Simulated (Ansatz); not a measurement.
The relaxed structure here is a generated cell of Ti2C: the first start was made by placing the elements on the sites of a structure type, and the end was not matched to a known phase here, so it may be hypothetical.

A relaxed structure of Ti$_{2}$C. Space group P3₁21 (No. 152). Computed with PBE (plane waves to 420 eV, PAW, scalar-relativistic; Ansatz, an electronic-structure program).

Space group P3₁21 (No. 152); a = 4.807 Å, b = 4.807 Å, c = 5.860 Å, α = 90.00°, β = 90.00°, γ = 120.00°

| atom | site | symmetry | x | y | z |
|---|---|---|---|---|---|
| C | 3b | .2. | 0.6164 | 0.6164 | 0.5000 |
| Ti | 6c | 1 | 0.3679 | 0.2901 | 0.2410 |

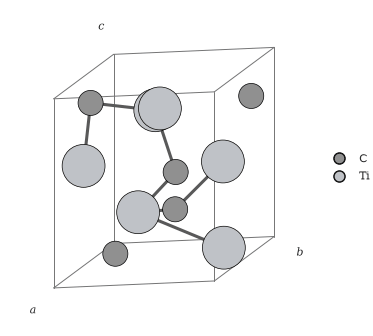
Fig. 1. The conventional cell of the relaxed structure

```json
{
  "volume_per_atom": "13.03 Å³",
  "density": "4.58 g/cm³",
  "band_gap": "no gap on the sampled points, where the bands overlap only slightly; such a result is sensitive to mesh and level",
  "shortest_distances": "C–Ti 2.08 Å; Ti–Ti 2.65 Å; C–C 3.25 Å",
  "k-mesh": "11×11×8"
}
```

Band energies at high-symmetry points (eV from the Fermi level; labels of this space group; no spin-orbit coupling), from −5 eV up to 1.3 eV:

```csv
point,energies
Γ,-4.15 -4.15 -3.79 -3.29 -3.29 -2.72 -2.68 -2.68 -2.64 -2.41 -1.53 -1.53 -0.85 -0.08 -0.08 0.54 0.54 0.66 0.67 0.67 0.94
M,-4.90 -4.35 -4.22 -4.03 -3.48 -3.20 -2.72 -2.71 -2.33 -1.74 -1.35 -1.33 -0.84 -0.24 0.01 0.10 0.21 0.83 1.01 1.19 1.26
K,-4.52 -4.45 -4.45 -4.39 -3.43 -3.43 -2.66 -2.66 -2.25 -1.44 -1.37 -1.37 -0.41 -0.29 -0.29 0.08 0.08 0.30 0.97 0.97
A,-4.00 -4.00 -3.54 -3.54 -3.49 -3.00 -3.00 -2.62 -2.16 -1.54 -1.54 -0.85 -0.73 -0.73 -0.34 0.24 0.33 0.42 0.42 1.04 1.13 1.13
L,-4.54 -3.94 -3.57 -3.48 -3.37 -3.09 -2.46 -2.34 -1.52 -1.28 -0.88 -0.73 -0.52 -0.19 -0.03 0.23 0.68 0.75 1.11 1.30
H,-4.79 -4.79 -4.78 -3.40 -3.40 -3.36 -3.01 -2.47 -2.47 -1.22 -1.03 -1.03 -0.66 -0.63 -0.63 0.23 0.23 0.73 0.73 0.98 0.98
```

No spin polarisation in the result.

The run could not lower the symmetry of its start; a shaken copy of this end point relaxes with PBE to C2/m (No. 12), 0.44 eV/atom lower.
